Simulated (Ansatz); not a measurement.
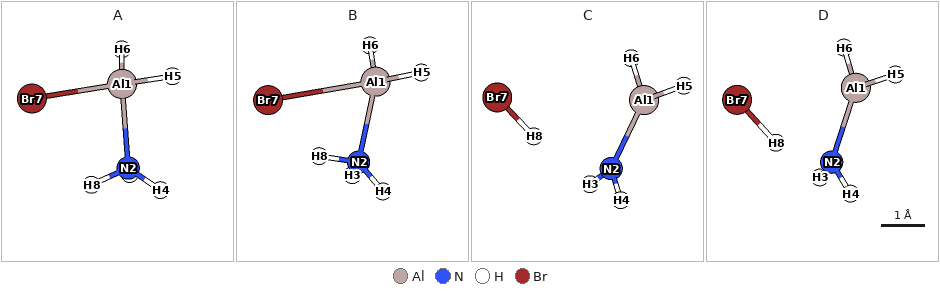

4 geometries from a converged minimum-energy path of AlNH5Br, made up at the start of AlNH₄ and HBr, shuffled. The picture is a ball-and-stick view, seen at a tilt.

These are results of RHF/def2-SVP in Ansatz, not measurements. Set-up: 9 movable images; climbing image; force threshold 0.05 eV/Å; iteration limit 60; starting path through a guess of the saddle point.

> Which of them lies highest in energy?

D. In order along the path, whose images run from 0 to 10: C (image 2, +0.4 kcal/mol), D (image 4, +4.5 kcal/mol), B (image 6, −23.6 kcal/mol), A (image 9, −47.5 kcal/mol). Breaking: Br7–H8 (1.42 → 1.54 at the top → 3.07 Å). Forming: Al1–Br7 (4.49 → 3.10 at the top → 2.34 Å), N2–H8 (2.29 → 1.60 at the top → 1.01 Å).

Limits of the set-up: the start holds two separate molecules, 2.3 Å apart at their closest, whose relative position is a soft coordinate and is computed without a dispersion correction; Hartree-Fock leaves out electron correlation.
